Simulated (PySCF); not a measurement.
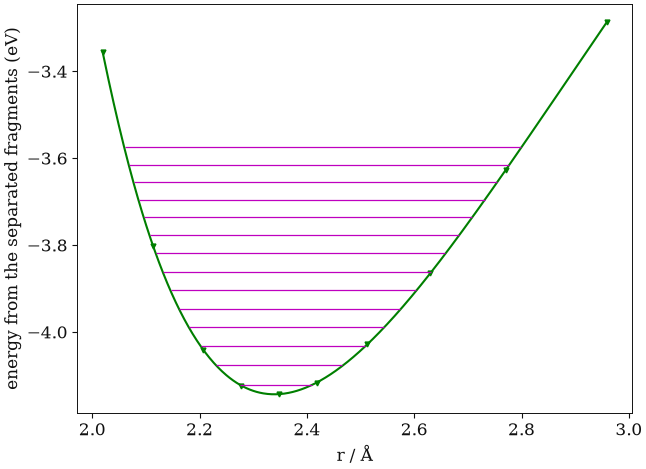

Bond curve of SiGe⁺, quartet (excess alpha electrons: σ +1, πx +1, πy +1). LDA/def2-TZVPPD in PySCF 2.14.0, UKS. One reference determinant with the occupation held, the lowest that a PBE0 search over spins and occupations found; no spin-orbit coupling. Zero is the separated fragments in their ground configurations, without counterpoise. The fragments are Si + Ge⁺. 2 further points of the run are not drawn. Horizontal lines: vibrational levels from ωe and ωexe, starting at v = 0.

> What constants does a Dunham fit to the curve give (main isotopes)?

re = 2.339 Å, ωe = 360 cm⁻¹, ωexe = 1.5 cm⁻¹, De = 4.14 eV, Be = 0.152 cm⁻¹.

> How much does zero-point motion take off the well depth?

0.022 eV (180 cm⁻¹): De = 4.14 eV, D0 = 4.12 eV.

Caveats: lowest determinant of a PBE0 search, another state may lie lower; no scalar relativity; spin-orbit coupling is left out; it can lower the fragment Ge⁺ more than the molecule, and De with it.
